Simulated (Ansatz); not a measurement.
```xyz
4
charge 0, multiplicity 1
S    -1.6488    0.2125   -0.4786
Cd    0.4203   -0.4588    0.3393
Cl    2.4339   -1.1441    1.1540
H    -1.3988    1.4614   -1.1632
```

Geometry: moved along internal coordinates away from the minimum.

Describe the molecule in this file.

It has 4 atoms: 1 cadmium, 1 chlorine, 1 hydrogen and 1 sulfur (CdClHS). SMILES: `[SH][Cd][Cl]`. All atoms lie on one plane. Coordination: 1 S bent; 1 Cd linear.

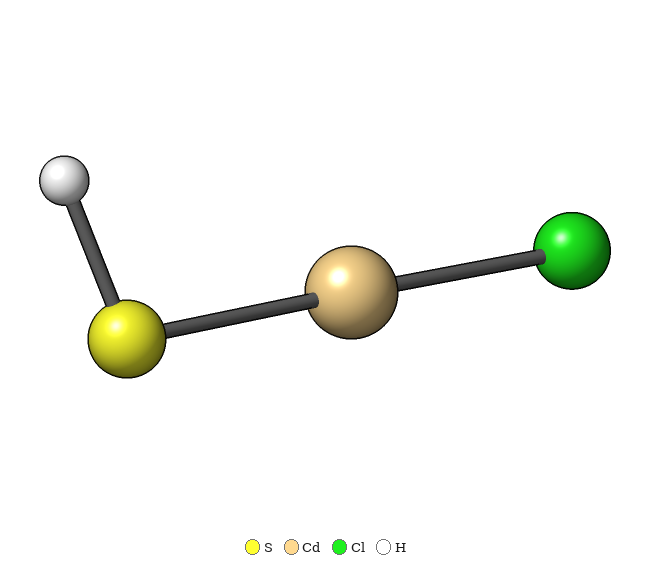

Source: calculation with Ansatz.
